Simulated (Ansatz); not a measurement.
# Fields on a plane of CeO2 (fluorite)

```
CELL_PARAMETERS angstrom
      0.00000     2.69903     2.69903
      2.69903     0.00000     2.69903
      2.69903     2.69903     0.00000
ATOMIC_POSITIONS crystal
  Ce 0.00000 0.00000 0.00000
  O  0.25000 0.25000 0.25000
  O  0.75000 0.75000 0.75000
```

The slice is a {110} plane (indices of the conventional cell) through the point (0.750, 0.750, 0.750) (fractional), spanned by u = [100] and v = [1 -1 -1] in vectors of this cell: u (3.82 Å) and v (5.40 Å, at 90° to u). It covers one period; positions are fractions (u, v).

Atoms on it: Ce at (0.50, 0.75); O at (0.00, 0.50); O at (0.00, 0.00).

Computed with PBEsol (plane waves to 420 eV, PAW, scalar-relativistic; Ansatz, an electronic-structure program). k mesh 11×11×11. Inside the PAW spheres the values are not all-electron values, and peaks at nuclei hang on which shells count as valence. CeO2 is run without spin polarisation. CeO2 was relaxed with its symmetry unable to fall. The filling of the f shell was not checked against other fillings, so treat energies with care.

```
|xxxxx-      :xxxx|
|xxxx:  xxxx  .xxx|
|xxxx  xxxxxx  xxx|
|xx+. xxxxxxxx .+x|
|%#+  xxxxxxxx  +#|
|%#=  xxxxxxxx  =#|
|%#+  xxxxxxxx  +#|
|xx+. xxxxxxxx .+x|
|xxxx  xxxxxx  xxx|
|xxxx.  xxxx  :xxx|
|xxxxx:      -xxxx|
|xxxxx*=:..:=*xxxx|
|xxxxx%#*++*#%xxxx|
|xxxx@@@%%%%@@@xxx|
|xxxx@@@@@@@@@@xxx|
|xx%@@@@@@@@@@@@%x|
|%%@@@@@@@@@@@@@@%|
|%%@@@@@@@@@@@@@@%|
|%%@@@@@@@@@@@@@@%|
|xx%@@@@@@@@@@@@%x|
|xxxx@@@@@@@@@@xxx|
|xxxx@@@%%%%@@@xxx|
|xxxxx%#*++*#%xxxx|
|xxxxx*=:..:=*xxxx|
```
Scale: ten equal steps from 2.00 (start of ' ') to 10.44 (end of '@'), in the order ' .:-=+*#%@'. Values: electrostatic potential energy of an electron, from the cell's mean, in eV. The map has 17 points along u (one character each, u = 0 at the left) and 24 along v (v = 0 in the bottom row). Points within 1 Å of a nucleus are blanked (x), as the pseudised field means little there. Values under 2 eV are set to 2. The zero, the cell's mean, hangs on the PAW cores.

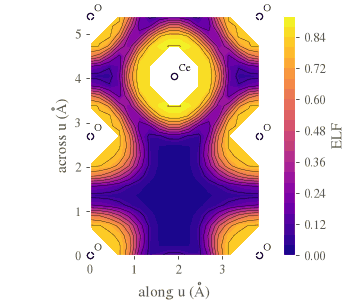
Fig. 1. Electron localisation function (ELF), one period of the plane, atoms marked. Points within 0.5 Å of a nucleus are left white, as the pseudised field means little there.
